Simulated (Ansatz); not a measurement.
Consider C₂H₅AlClF.

Input

```
crystal:
  periodic: [false, false, false]
  atoms:
    - {symbol: C, position_ang: [-1.414302, 0.468333, 0.349430]}
    - {symbol: C, position_ang: [-0.011914, 0.476945, -0.287103]}
    - {symbol: Al, position_ang: [0.207266, 1.559188, -1.900493]}
    - {symbol: Cl, position_ang: [-1.361682, 2.682361, -2.764077]}
    - {symbol: F, position_ang: [1.669536, 1.641654, -2.675942]}
    - {symbol: H, position_ang: [-1.437886, -0.163705, 1.245858]}
    - {symbol: H, position_ang: [-1.730814, 1.473684, 0.648141]}
    - {symbol: H, position_ang: [-2.171951, 0.084797, -0.342673]}
    - {symbol: H, position_ang: [0.736852, 0.826770, 0.438727]}
    - {symbol: H, position_ang: [0.300333, -0.546475, -0.541849]}
basis:
  gaussian: {orbitals: def2-TZVPD}
hamiltonian: {xc: pbe0}
output: {forces: true, orbitals: {seedname: orbitals}}
```

Launched as:

```sh
ansatz run input.yaml --threads 1 --pin off --max-ram 2610MiB --events-out events.jsonl --progress --plain --runs-dir runs
```

Geometry: B3LYP/6-31G*.

All numbers below come from isolated molecule in a Gaussian basis; Kohn-Sham density functional theory, functional PBE0 in Ansatz.

**Predict the electron density and electron localisation function between the atoms.**

C–C (1.54 Å): ρ at the midpoint is about 1.6 e/Å³; the ELF peaks at about 0.95 between the atoms; a covalent bond.
Al–F (1.66 Å): the density is about 0.9 e/Å³ at the midpoint; the ELF peaks at about 0.85 in the valence shell of F, 0.6 Å from its nucleus, and is about 0.40 at the midpoint.
C–Al (1.96 Å): the density is about 0.73 e/Å³ at the midpoint; the ELF peaks at about 0.95 between the atoms; a polar covalent bond.
Al–Cl (2.11 Å): the density is about 0.72 e/Å³ at the midpoint; the ELF peaks at about 0.85 in the valence shell of Cl, 0.9 Å from its nucleus, and is about 0.80 at the midpoint.

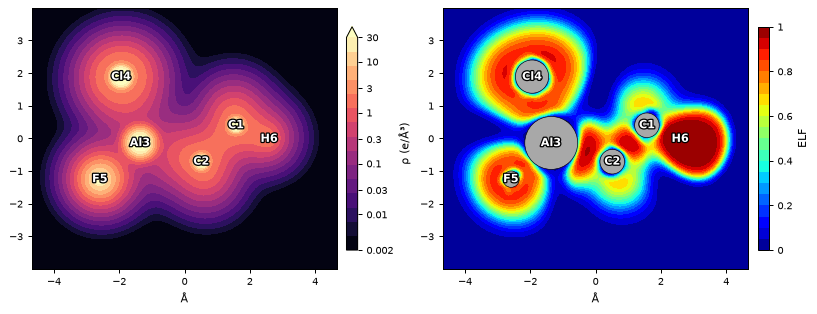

Computed electron density and electron localisation function on the plane of atoms C1, C2 and Al3, in this order. Grey discs cover the atomic cores in the ELF map. 
